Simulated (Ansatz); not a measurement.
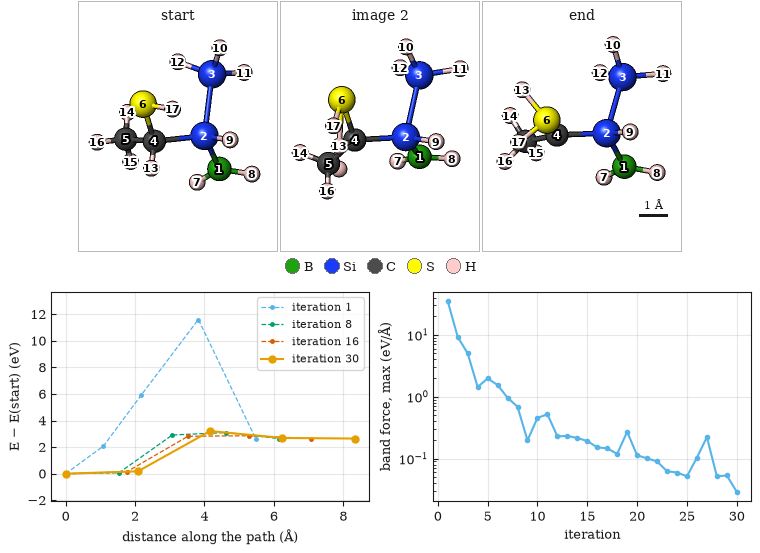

A search for the minimum-energy path of C$_{2}$H$_{11}$BSSi$_{2}$ by the nudged elastic band. Images are numbered from 0 (start) to 4 (end). The plot follows the band through its iterations. A ball-and-stick model, seen at a tilt.

Computed with RKS PBE0-D4/6-31G* in Ansatz 0.2.0. Settings: 3 movable images; no climbing image; force threshold 0.03 eV/Å; iteration limit 60; starting path through a guess of the saddle point.

Q: Did the band converge, and can the barrier be trusted?

A: The run is converged, with reservations. The band converged in 30 iterations. The largest component of the band force went from 35 to 0.029 eV/Å. No image climbed, so the highest image needn't lie on the saddle point, and the true maximum along this path can be higher. So few images resolve the path coarsely. The first iteration put the highest image at 11.60 eV. The highest point, image 2, lies 3.21 eV above the start and 0.56 eV above the end; the end is at +2.65 eV relative to the start.

The run took 7.1 min on 2 threads of Arm Neoverse V2 (shared host), peak memory 0.35 GiB.
